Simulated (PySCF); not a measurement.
```csv
atom,x (Å),y (Å),z (Å)
C,-1.9070,-0.7109,-0.7001
C,-0.8706,-0.3105,0.1694
C,-1.2239,1.1438,0.7108
C,0.5588,-0.5190,-0.3204
C,0.9986,0.5231,-1.3455
Si,1.8090,-0.6587,1.1414
H,-1.1111,-0.8987,1.0980
H,-1.7323,-0.9689,-1.7569
H,-2.9420,-0.7957,-0.3373
H,-0.4512,1.3695,1.4588
H,-2.2127,1.1831,1.1857
H,-1.1711,1.8685,-0.1099
H,0.5939,-1.5201,-0.7886
H,1.1136,1.5263,-0.9076
H,1.9662,0.2484,-1.7889
H,0.2770,0.6042,-2.1800
H,3.0919,-1.1447,0.5694
H,1.2442,-1.6233,2.1307
H,1.9687,0.6838,1.7710
```

Geometry: PBE0-D3(BJ)/def2-SVP.

Theory: PBE0/pcSseg-1, SCF density, in a cyclohexane solvent model, non-relativistic in PySCF.

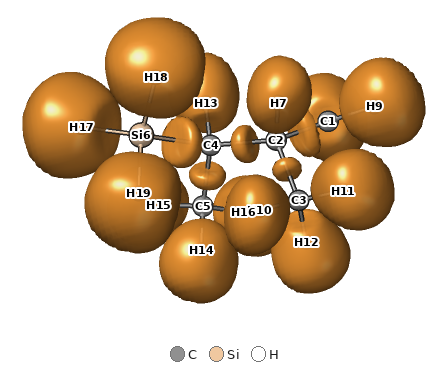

C5H13Si (charge +1). Isosurface of the ELF at 0.85 (orange), seen from one side. Only the valence region is drawn (cores and ρ < 0.01 e/Å³ removed).

### Identify the bonds, lone pairs and shells in this picture.

The surface consists of four regions between bonded C–C atoms (shared pairs), one region between bonded C–Si atoms (shared pairs) and 13 regions around hydrogen nuclei.

Values along the shortest contacts:
C–C (1.41 Å): the ELF peaks at about 0.95 between the atoms: localised, covalent bonding. C–Si (1.93 Å): the ELF peaks at about 0.95 between the atoms: a covalent bond.
